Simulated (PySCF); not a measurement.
# RhS₂⁻: structure of the quintet

The task is one start of a wider search on RhS₂⁻: the quintet, from a PBE0 minimum start. It is relaxed, tested by its Hessian and followed downhill if it is a saddle.

Method: PBE0, basis Rh def2-SVPD with ECP28, S def2-SVPD, scalar-relativistic core potentials, no spin–orbit coupling, density fitting; program: PySCF 2.14.0.

## (1) The system as given

3 atoms, charge -1, spin multiplicity 5.

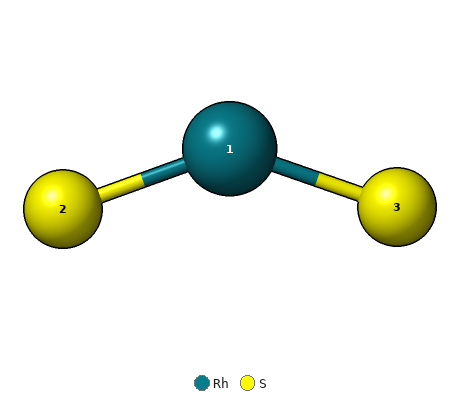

As it starts; rhodium blue, sulfur yellow; atoms are numbered from 1 in the order of the file.

Coordinates in bohr (charge -1 multiplicity 5):
```
Rh    0.0000    0.0000   -0.5248
S     3.8955    0.0000    0.8596
S    -3.8955    0.0000    0.8596
```

## (2) First SCF at the start

The steps below are one call of a driver around PySCF. For each, scf.py gives the equivalent set-up of the SCF; relaxations use the driver's own optimiser. After this first run the driver tries any further starts and a stability analysis.

scf.py reads:

```python
from pyscf import gto, scf, dft
mol = gto.M(atom='''
Rh     0.000000     0.000000    -0.277687
S      2.061436    -0.000000     0.454885
S     -2.061436     0.000000     0.454885''',
    basis={'Rh': 'def2-SVPD', 'S': 'def2-SVPD'},
    ecp={'Rh': 'def2-SVPD'},
    charge=-1, spin=4)
mf = dft.UKS(mol, xc='PBE0')
mf.grids.atom_grid = (50, 194)
aux = {'Rh': 'def2-universal-JKFIT', 'S': 'def2-universal-JKFIT'}
mf = mf.density_fit(auxbasis=aux)
mf.conv_tol = 1e-08
mf.diis_space = 10
mf.max_cycle = 60
mf.init_guess = 'minao'
mf.verbose = 4
mf.kernel()
```

Started as:

```
$ OMP_NUM_THREADS=2 python axn.py task.json out
```

After this run come: PBE0 minimum start, quintet: relaxation; Hessian and properties.

Q: Predict the outcome of this session. Wanted: minimum; geometry; wavenumbers; dipole moment; highest occupied, lowest empty level; polar-tensor charge of Rh1; zero-point energy; ⟨S²⟩.

The runs gave:

| quantity | value |
| --- | --- |
| minimum | quintet, C2v |
| geometry | Rh–S 2.188 Å (×2); S–Rh–S 140.9° |
| wavenumbers (cm⁻¹) | 82 (a1), 409 (a1), 428 (b2) |
| dipole moment (centre of mass) | 3.02 D |
| highest occupied, lowest empty level (either spin) | -1.43, 0.74 eV |
| polar-tensor charge of Rh1 | +0.52 e |
| zero-point energy | 5.5 kJ/mol |
| entropy at 298.15 K | 312.0 J/(mol K) |
| ⟨S²⟩ | 6.023 |

**Reading.** The PBE0 minimum start keeps its C2v symmetry and ends in a minimum. In the infrared the band at 428 cm⁻¹ (b2, stretch) leads. Most of the spin sits on Rh1 (Mulliken spin 2.24, against 4 for the whole molecule). Only this shape and spin were tried, so other structures or states may lie lower. Open d and f shells are described by one determinant, and the ground state may have another occupation or spin.
